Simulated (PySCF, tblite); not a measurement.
# C₆H₇FSi: geometry, infrared bands and NMR shifts

Aim: predict the infrared bands and NMR shifts of C₆H₇FSi (`C=C[Si@@H]1C=CC(F)=C1`).

Programs: tblite 0.8.0 and PySCF 2.14.0, with density-fitted response routines of our own. Each step states its level of theory. These are calculated values for one molecule in the gas phase, unless marked as measured. Atoms count from 0, in the outputs and in this text.

## 1. The starting structure

15 atoms, charge 0, multiplicity 1; geometry from: force field or distance geometry start.

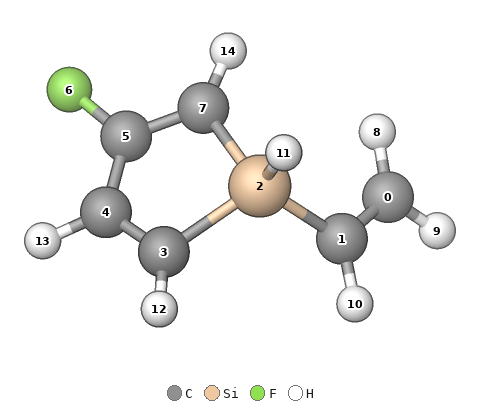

The starting geometry (carbon grey, silicon light orange, fluorine green, hydrogen white), atoms numbered; sticks join atoms by distance.

## 2. Optimising the geometry with GFN2-xTB

What the job is given:

```
{"job": {"kind": "relax", "xc": "GFN2-xTB", "basis": "xTB"}, "charge": 0, "multiplicity": 1}
C      2.585000     0.030000    -0.486100
C      1.624200    -0.883700    -0.336500
Si     0.186800    -0.528600     0.711800
C     -1.402900    -1.123100    -0.084100
C     -2.120900    -0.057800    -0.306700
C     -1.590900     1.196000     0.039500
F     -2.266900     2.396900    -0.173000
C     -0.387800     1.232600     0.600800
H      2.532400     1.007300    -0.018100
H      3.439500    -0.220700    -1.115300
H      1.716800    -1.855600    -0.814200
H      0.303200    -0.976000     2.091900
H     -1.650400    -2.143600    -0.266400
H     -3.121500    -0.174600    -0.792700
H      0.148900     2.108900     0.927300
```

The run is started by

```bash
> OMP_NUM_THREADS=1 python probes_run.py task.json out
```

This one command runs all jobs of the session in turn.

Standard output:

```text
step      E/eV     max force
  0    -619.14382    3.939
  1    -619.32759    1.836
  2    -619.37980    0.474
  3    -619.40484    0.539
  4    -619.45495    0.623
  5    -619.47164    0.421
  6    -619.47881    0.242
  7    -619.48311    0.240
  8    -619.48720    0.229
  9    -619.48985    0.132
 10    -619.49169    0.101
 11    -619.49289    0.125
 12    -619.49392    0.109
 13    -619.49510    0.135
 14    -619.49635    0.112
 15    -619.49726    0.075
 16    -619.49778    0.057
 17    -619.49822    0.062
 18    -619.49878    0.082
 19    -619.49942    0.078
 20    -619.49989    0.064
 21    -619.50016    0.051
 22    -619.50035    0.035
 23    -619.50055    0.043
 24    -619.50077    0.049
 25    -619.50099    0.043
 26    -619.50123    0.038
 27    -619.50151    0.046
 28    -619.50178    0.043
 29    -619.50197    0.033
 30    -619.50209    0.033
 31    -619.50221    0.037
 32    -619.50235    0.035
 33    -619.50249    0.035
 34    -619.50262    0.036
 35    -619.50277    0.043
 36    -619.50301    0.060
 37    -619.50341    0.074
 38    -619.50394    0.077
 39    -619.50443    0.050
 40    -619.50475    0.041
 41    -619.50496    0.042
 42    -619.50517    0.039
 43    -619.50536    0.027
 44    -619.50548    0.023
 45    -619.50556    0.025
 46    -619.50565    0.031
 47    -619.50576    0.030
 48    -619.50585    0.023
 49    -619.50591    0.022
 50    -619.50595    0.021
 51    -619.50599    0.019
 52    -619.50604    0.016
 53    -619.50609    0.019
 54    -619.50613    0.015
 55    -619.50615    0.015
 56    -619.50618    0.013
 57    -619.50620    0.012
 58    -619.50623    0.012
 59    -619.50625    0.017
 60    -619.50630    0.028
 61    -619.50639    0.039
 62    -619.50658    0.046
 63    -619.50689    0.053
 64    -619.50726    0.051
 65    -619.50762    0.051
 66    -619.50794    0.056
 67    -619.50835    0.067
 68    -619.50905    0.082
 69    -619.50183    0.445
 70    -619.50983    0.073
 71    -619.51031    0.040
 72    -619.50761    0.359
 73    -619.51115    0.043
 74    -619.51161    0.031
 75    -619.50672    0.364
 76    -619.51204    0.031
 77    -619.51232    0.031
 78    -619.51180    0.174
 79    -619.51282    0.029
 80    -619.51302    0.029
 81    -619.51331    0.088
 82    -619.51356    0.053
 83    -619.51403    0.024
 84    -619.51446    0.049
 85    -619.51473    0.038
 86    -619.51483    0.027
 87    -619.51502    0.020
 88    -619.51511    0.027
 89    -619.51522    0.042
 90    -619.51531    0.038
 91    -619.51543    0.044
 92    -619.51558    0.039
 93    -619.51578    0.029
 94    -619.51594    0.027
 95    -619.51597    0.044
 96    -619.51607    0.023
 97    -619.51611    0.020
 98    -619.51623    0.023
 99    -619.51629    0.024
100    -619.51635    0.021
101    -619.51643    0.025
102    -619.51655    0.028
103    -619.51669    0.029
104    -619.51681    0.042
105    -619.51690    0.044
106    -619.51702    0.028
107    -619.51713    0.023
108    -619.51722    0.024
109    -619.51734    0.028
110    -619.51745    0.022
111    -619.51753    0.015
112    -619.51756    0.014
113    -619.51757    0.007
```

It took 1.2 s on 1 thread of Arm Neoverse N1, shared host; peak memory 0.18 GiB.

Along the way: (not every step is listed)

```tsv
step	energy from step 0 (eV)	largest force (eV/Å)
0	0.0000	3.9390
1	-0.1838	1.8363
2	-0.2360	0.4743
3	-0.2610	0.5390
4	-0.3111	0.6230
5	-0.3278	0.4208
6	-0.3350	0.2416
7	-0.3393	0.2401
8	-0.3434	0.2290
18	-0.3550	0.0821
28	-0.3580	0.0426
38	-0.3601	0.0767
48	-0.3620	0.0227
58	-0.3624	0.0121
68	-0.3652	0.0822
78	-0.3680	0.1743
88	-0.3713	0.0273
98	-0.3724	0.0234
108	-0.3734	0.0237
109	-0.3735	0.0275
110	-0.3736	0.0216
111	-0.3737	0.0150
112	-0.3737	0.0145
113	-0.3737	0.0071
```

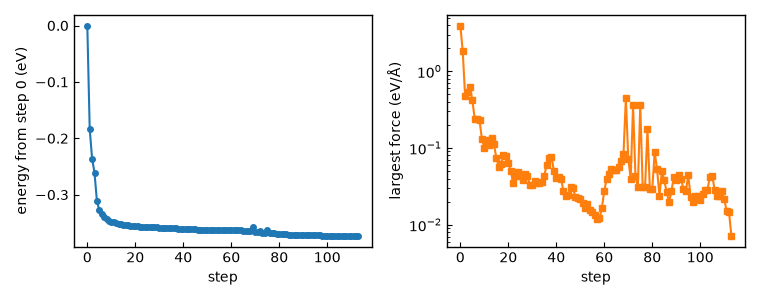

Energy and force, step by step.

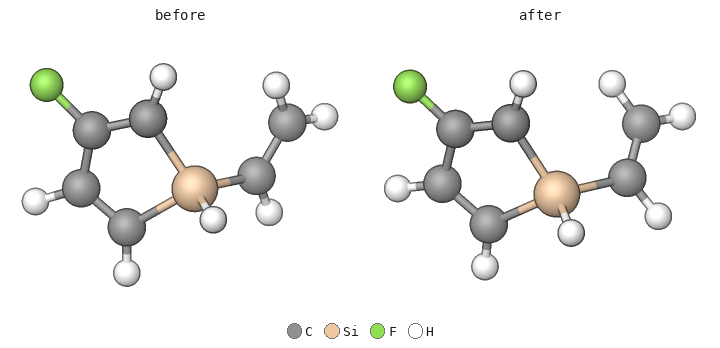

The geometry before (left) and after (right).

Close pairs (by a distance rule), those that changed most:

```tsv
bond	before (Å)	after (Å)	change (Å)
C1–Si2	1.814	1.883	+0.069
C4–C5	1.405	1.454	+0.050
C5–F6	1.394	1.351	-0.044
C4–H13	1.118	1.080	-0.039
C3–C4	1.304	1.336	+0.032
Si2–C7	1.856	1.883	+0.027
Si2–C3	1.875	1.895	+0.020
Si2–H11	1.455	1.467	+0.011
```

The final coordinates are the input of the step that follows.

## 3. Infrared spectrum with GFN2-xTB

What the job is given:

```
{"job": {"kind": "ir", "xc": "GFN2-xTB", "basis": "xTB"}, "charge": 0, "multiplicity": 1}
C      2.445774    -0.004623    -0.785383
C      1.796111    -0.906466    -0.065638
Si     0.165531    -0.607040     0.827281
C     -1.361748    -1.074529    -0.192538
C     -2.087170     0.023240    -0.424019
C     -1.541507     1.248256     0.138798
F     -2.236391     2.388686    -0.062550
C     -0.395262     1.190761     0.817437
H      2.071161     0.998285    -0.908412
H      3.379501    -0.222958    -1.281588
H      2.220636    -1.898186     0.027201
H      0.153183    -1.209820     2.164455
H     -1.658091    -2.043518    -0.556325
H     -3.012589     0.065435    -0.978984
H      0.056447     2.060465     1.258354
```

Standard output:

```text
mode    cm-1     km/mol
  1      34.5      0.06
  2      68.7      0.81
  3     121.6      1.00
  4     210.8      0.41
  5     301.0      5.98
  6     359.0     11.28
  7     377.5      5.37
  8     416.2     32.16
  9     479.5     16.30
 10     534.4     21.63
 11     552.4     36.84
 12     581.5     24.76
 13     619.7     83.93
 14     701.9     47.48
 15     769.3     22.39
 16     776.8     56.24
 17     786.4    115.43
 18     820.9     89.86
 19     909.1      3.94
 20     910.1     37.90
 21     921.8     14.14
 22    1008.3      9.66
 23    1025.8     14.98
 24    1094.4     26.67
 25    1107.2      4.42
 26    1205.6     55.88
 27    1271.3      4.38
 28    1322.8     75.82
 29    1413.7      2.41
 30    1571.6     52.04
 31    1628.5     85.29
 32    1664.1     10.77
 33    2228.0    329.16
 34    3037.2     33.50
 35    3075.4     40.15
 36    3079.1     24.50
 37    3106.1     31.09
 38    3109.2     36.73
 39    3132.2     17.21
```

Run time: 0.84 s. Hardware: 1 thread of Arm Neoverse N1, shared host; peak memory 0.18 GiB.

Which atoms move in the most intense modes:

```tsv
cm⁻¹	km/mol	atoms
620	83.9	H11 78 %
777	56.2	C3 28 %, H14 24 %, Si2 20 %, H12 10 %
786	115.4	H14 49 %, C7 14 %
821	89.9	C7 33 %, Si2 28 %, H14 25 %
1206	55.9	C5 27 %, H13 23 %, H14 18 %, H12 12 %
1323	75.8	C5 28 %, C4 22 %, H13 17 %, C3 12 %
1628	85.3	C5 39 %, C7 25 %, C4 18 %, C3 14 %
2228	329.2	H11 97 %
```

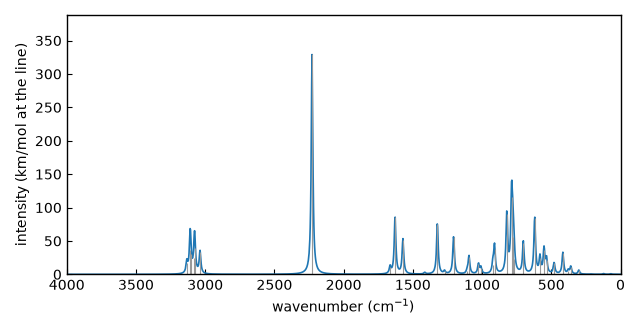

The infrared spectrum from these modes, unscaled. Lines are broadened to a width of 14 cm⁻¹ (Lorentzian).

## 4. NMR shieldings: PBE0/pcSseg-1

Settings changed since step 3:

```diff
@@ -1,2 +1,2 @@
-{"job": {"kind": "ir", "xc": "GFN2-xTB", "basis": "xTB"}, "charge": 0, "multiplicity": 1}
+{"job": {"kind": "nmr", "xc": "PBE0", "basis": "pcSseg-1"}, "charge": 0, "multiplicity": 1}
 C      2.445774    -0.004623    -0.785383
```

Method: GIAO PBE0/pcSseg-1 NMR shielding, non-relativistic, gas phase.

Standard output:

```text
coarse grid: 13568 points
cycle   1  E = -621.4477600829  dE =  1.116e+00  |g| = 5.967e-01  |ddm| = 3.651e+00
cycle   2  E = -621.4041544731  dE =  4.361e-02  |g| = 7.597e-01  |ddm| = 9.721e-01
cycle   3  E = -621.5211430336  dE = -1.170e-01  |g| = 1.225e-01  |ddm| = 5.786e-01
cycle   4  E = -621.5247962254  dE = -3.653e-03  |g| = 4.019e-02  |ddm| = 1.482e-01
cycle   5  E = -621.5251725491  dE = -3.763e-04  |g| = 1.326e-02  |ddm| = 4.182e-02
cycle   6  E = -621.5252060082  dE = -3.346e-05  |g| = 3.619e-03  |ddm| = 1.268e-02
cycle   7  E = -621.5252089208  dE = -2.913e-06  |g| = 9.597e-04  |ddm| = 3.583e-03
final grid: 128384 points
cycle   8  E = -621.5799574192  dE = -3.155e-05  |g| = 7.617e-03  |ddm| = 2.576e-02
cycle   9  E = -621.5799509808  dE =  6.438e-06  |g| = 9.632e-03  |ddm| = 1.443e-02
cycle  10  E = -621.5799719406  dE = -2.096e-05  |g| = 1.234e-03  |ddm| = 8.160e-03
cycle  11  E = -621.5799721917  dE = -2.511e-07  |g| = 2.518e-04  |ddm| = 1.019e-03
cycle  12  E = -621.5799722039  dE = -1.219e-08  |g| = 8.238e-05  |ddm| = 2.668e-04
cycle  13  E = -621.5799722052  dE = -1.392e-09  |g| = 3.689e-05  |ddm| = 9.440e-05
cycle  14  E = -621.5799722056  dE = -3.183e-10  |g| = 6.384e-06  |ddm| = 3.085e-05
converged SCF energy = -621.5799722056

GIAO shielding tensors (ppm)
atom      isotropic    diamagn.    paramagn.     s11        s22        s33       span
  0 C       42.189     254.073    -211.885    -83.266     44.611    165.221    248.488
  1 C       50.827     261.251    -210.423    -64.621     42.206    174.897    239.518
  2 Si     375.466     882.173    -506.707    333.052    376.645    416.699     83.647
  3 C       43.651     262.734    -219.082    -73.053     29.540    174.466    247.518
  4 C       37.308     257.287    -219.979    -77.040     52.794    136.172    213.212
  5 C        4.296     254.221    -249.925   -101.453     50.764     63.576    165.029
  6 F      249.383     474.574    -225.191    112.115    280.446    355.588    243.473
  7 C       88.715     264.991    -176.276      3.358     91.619    171.168    167.810
  8 H       25.301      32.939      -7.638     22.149     23.791     29.963      7.814
  9 H       25.255      28.273      -3.018     22.336     24.556     28.872      6.536
 10 H       25.310      29.819      -4.508     23.948     24.831     27.153      3.205
 11 H       26.656      28.644      -1.988     23.436     24.468     32.064      8.628
 12 H       25.207      31.482      -6.275     23.319     25.698     26.604      3.285
 13 H       24.827      30.377      -5.550     23.256     23.696     27.528      4.272
 14 H       26.713      31.730      -5.017     25.164     26.603     28.372      3.208
```

Run time: 43 s. Hardware: 1 thread of Arm Neoverse N1, shared host; peak memory 0.81 GiB.

The references, computed at this level on geometries of the same kind, shield at (ppm): 1H TMS 31.72, 13C TMS 186.9, 29Si TMS 349.2, 19F CFCl3 170.9. Their shielding less the atom's gives the shift. The references are single molecules in the gas phase, so shifts against H2O, NH3, PH3, H3PO4 or CFCl3 are not on the usual liquid scales and can be off by tens of ppm.

```tsv
atoms	environment	σ (ppm)	δ (ppm)	δ scaled to CDCl3
C5	fully substituted alkene carbon	4.3	182.6	176.3
C4	alkene CH	37.3	149.6	144.1
C0	terminal =CH2 carbon	42.2	144.7	139.3
C3	alkene CH	43.7	143.3	137.9
C1	alkene CH	50.8	136.1	130.9
C7	alkene CH	88.7	98.2	93.9
H13	hydrogen on an alkene CH	24.83	6.89	6.60
H12	hydrogen on an alkene CH	25.21	6.51	6.24
H9	hydrogen on a terminal =CH2 carbon	25.25	6.46	6.20
H8	hydrogen on a terminal =CH2 carbon	25.30	6.42	6.15
H10	hydrogen on an alkene CH	25.31	6.41	6.15
H11	hydrogen on a silicon bonded to 3 C, in a 5-membered ring	26.66	5.06	–
H14	hydrogen on an alkene CH	26.71	5.00	4.82
Si2	silicon bonded to 3 C, H, in a 5-membered ring	375.5	-26.3	–
F6	vinylic fluorine	249.4	-78.4	–
```

The scaled column applies a straight-line fit of computed shieldings to shifts measured in CDCl3, and one for carbons that bear F (root-mean-square error 0.16 ppm for H, 1.9 ppm for C).

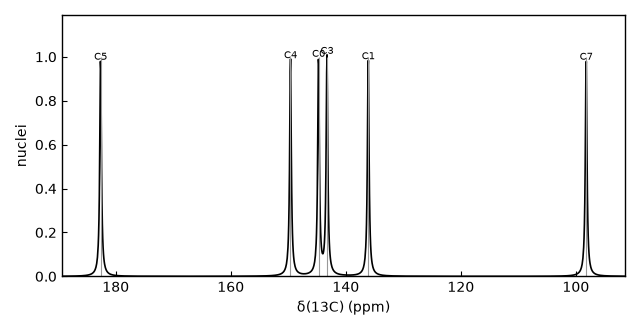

13C lines at the computed shifts, without couplings. Lines are broadened to a width of 0.34 ppm (Lorentzian).

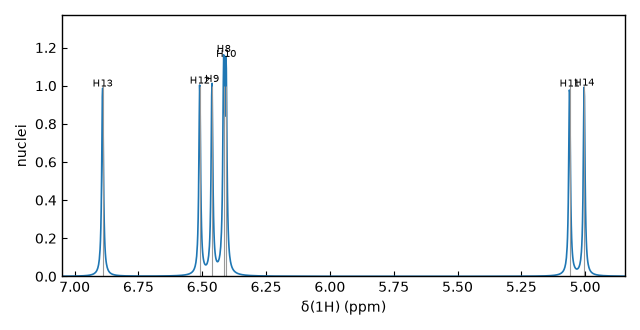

1H lines at the computed shifts, without couplings. Lines are broadened to a width of 0.01 ppm (Lorentzian).

Charges from the same density, by scheme (e):

```tsv
atoms	Mulliken	IAO	Hirshfeld	ESP fit
C0	-0.14	-0.26	-0.08	-0.31
C1	-0.50	-0.42	-0.14	-0.29
Si2	0.99	0.91	0.36	0.65
C3	-0.38	-0.42	-0.13	-0.44
C4	-0.14	-0.16	-0.05	-0.14
C5	0.28	0.30	0.09	0.42
F6	-0.28	-0.27	-0.09	-0.21
C7	-0.48	-0.52	-0.18	-0.62
```

Hirshfeld charges:

C0 -0.08; C1 -0.14; Si2 0.36; C3 -0.13; C4 -0.05; C5 0.09; F6 -0.09; C7 -0.18; H8 0.05; H9 0.05; H10 0.04; H11 -0.07; H12 0.05; H13 0.06; H14 0.05

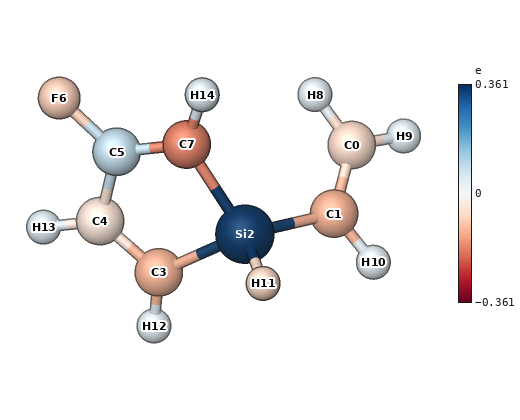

Hirshfeld charges, as colours on the atoms.

Mayer bond orders: C0–C1 2.00, C1–Si2 0.89, Si2–C3 0.85, C3–C4 1.84, C4–C5 1.08, C5–F6 0.95, C5–C7 1.82, C7–Si2 0.87.

Ring of atoms Si2, C3, C4, C5, C7: NICS(0) -0.6, NICS(1) -1.4, NICS(1)zz 2.3 ppm (means of both faces).

## 5. Results

| quantity | value |
| --- | --- |
| strongest single infrared mode (GFN2-xTB) | 2228 cm⁻¹, 329 km/mol |
| zero-point energy (GFN2-xTB) | 66.2 kcal/mol |
| 13C shifts against TMS (PBE0/pcSseg-1) | 182.6, 149.6, 144.7, 143.3, 136.1, 98.2 ppm |
| 1H shifts against TMS (PBE0/pcSseg-1) | 6.89, 6.51, 6.46, 6.42, 6.41, 5.06, 5.00 ppm |
| 29Si shifts against TMS (PBE0/pcSseg-1) | -26.3 ppm |
| 19F shifts against CFCl3 (PBE0/pcSseg-1) | -78.4 ppm |

What this shows: Relaxing lowered the energy by 0.374 eV in 113 steps; the close pair that moved most is C1–Si2, from 1.814 to 1.883 Å. No mode is imaginary among the 39: a minimum at this level. The strongest single mode, at 2228 cm⁻¹, moves mainly H11. Unscaled tight-binding wavenumbers are off by several per cent, some by more. Its intensities can rank the bands wrongly.
